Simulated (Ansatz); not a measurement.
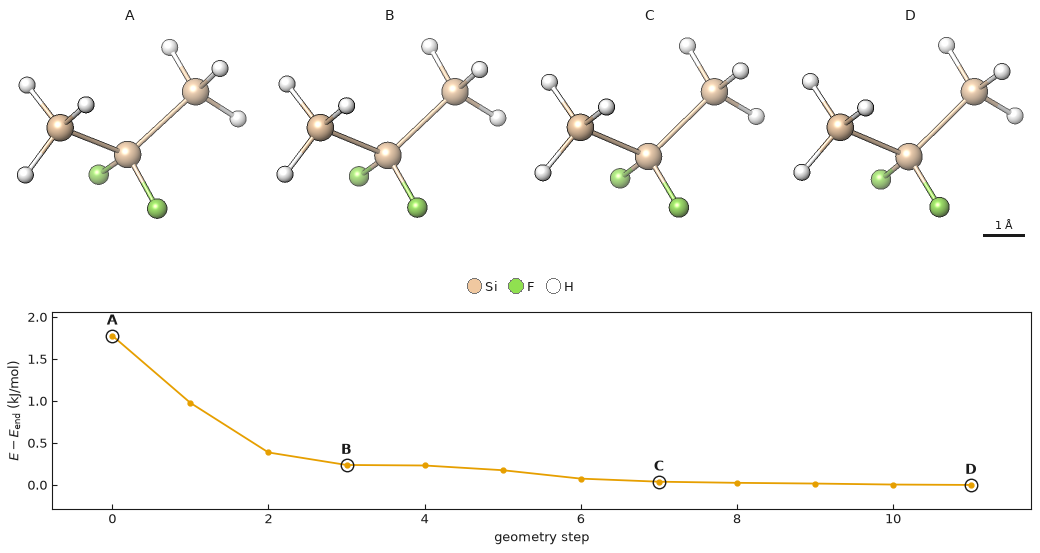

Frames of a relaxation of Si3H6F2, marked on the history of the run. A ball-and-stick model, seen at a tilt.

It is one of the separated products of a reaction.

Method: RKS PBE0-D4/def2-TZVP (Ansatz 0.2.0).

Input
```yaml
crystal:
  periodic: [false, false, false]
  atoms:
    - {symbol: Si, position_ang: [-1.350598, -0.425651, 1.000921]}
    - {symbol: Si, position_ang: [-2.107692, 1.386716, -0.292668]}
    - {symbol: Si, position_ang: [-0.627680, -2.373689, -0.099748]}
    - {symbol: F, position_ang: [-2.502142, -0.834477, 2.032285]}
    - {symbol: F, position_ang: [-0.136165, 0.094619, 1.946854]}
    - {symbol: H, position_ang: [-3.370826, 0.953407, -0.947572]}
    - {symbol: H, position_ang: [-1.099144, 1.714604, -1.329110]}
    - {symbol: H, position_ang: [-2.367137, 2.557285, 0.582759]}
    - {symbol: H, position_ang: [-0.013846, -3.311223, 0.875420]}
    - {symbol: H, position_ang: [0.358470, -2.014740, -1.150825]}
    - {symbol: H, position_ang: [-1.811691, -3.007355, -0.737141]}
basis:
  gaussian: {orbitals: def2-TZVP}
hamiltonian: {xc: pbe0, dispersion: d4}
relax: {f_tol: 0.005, max_steps: 200}
```

Command:
```bash
ansatz run in.yaml --threads 4 --pin off --events-out ev --progress --plain --max-ram 66560MiB --backend cuda --devices 0, --max-vram 37GiB
```

**Describe the path.**

The atom that moves furthest after the best rigid fit is H9 (0.16 Å). By element the largest moves are H 0.16 Å, F 0.14 Å, Si 0.07 Å. Among the contacts that change: Si1–F5 1.625 → 1.601 Å, Si2–H7 1.483 → 1.487 Å. Among the angles between lasting bonds that change: Si2–Si1–Si3 118.7° → 116.6°. The energy falls by 1.78 kJ/mol in 11 geometry steps. Largest force component: 0.63 eV/Å at the start, 0.00037 eV/Å at the end. The forces were under the threshold at step 6, but the run went on from there. From step 0 to 3: F atoms move most (0.04 Å), energy −1.54 kJ/mol. From step 3 to 7: H atoms move most (0.08 Å), energy −0.20 kJ/mol. From step 7 to 11: H9 moves most (0.05 Å), energy −0.04 kJ/mol.

| step | E − E(0), kJ/mol | largest force component, eV/Å |
| --- | --- | --- |
| 0 | 0.00 | 0.6337 |
| 1 | -0.80 | 0.3710 |
| 2 | -1.39 | 0.1487 |
| 3 | -1.54 | 0.0861 |
| 4 | -1.55 | 0.0814 |
| 5 | -1.60 | 0.0632 |
| 6 | -1.70 | 0.0035 |
| 7 | -1.74 | 0.0350 |
| 8 | -1.75 | 0.0324 |
| 9 | -1.76 | 0.0430 |
| 10 | -1.77 | 0.0196 |
| 11 | -1.78 | 0.0004 |
